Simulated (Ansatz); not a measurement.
The parent structure is SrTiO3 in the cubic perovskite structure (space group Pm-3m, No. 221; a = 3.908 Å).

One thing is altered: electron doping at 3.0×10^21 cm⁻³ (0.179 per cell), with a uniform compensating background at fixed cell and a 300 K Fermi–Dirac width.

Level of theory: r2SCAN (Ansatz, a quantum-chemistry and plane-wave program, PAW, without spin-orbit coupling), earlier PAW set.

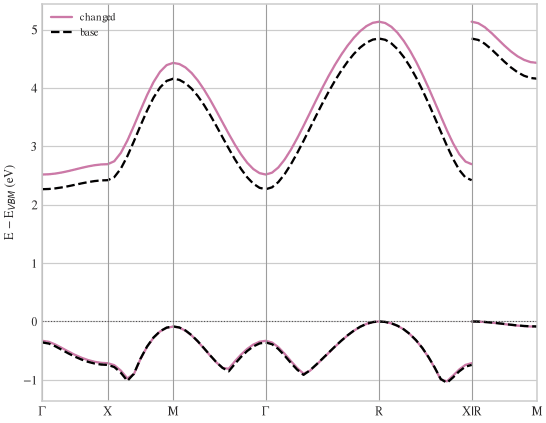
Fig. 1. Highest valence and lowest conduction band along the path, each from its own valence-band maximum

Problem. Read the changed gap and its character from the plot.

Solution. About 2.5 eV, indirect, R → Γ.

Charged cell with a jellium background: band edges are those of the host's band count, energies are not comparable with the neutral cell, and many-body gap narrowing is missing. No phonon test of stability was made. All final runs are without spin polarisation. Many cubic perovskites are stable only at high temperature; tilts and polar distortions were not tested.
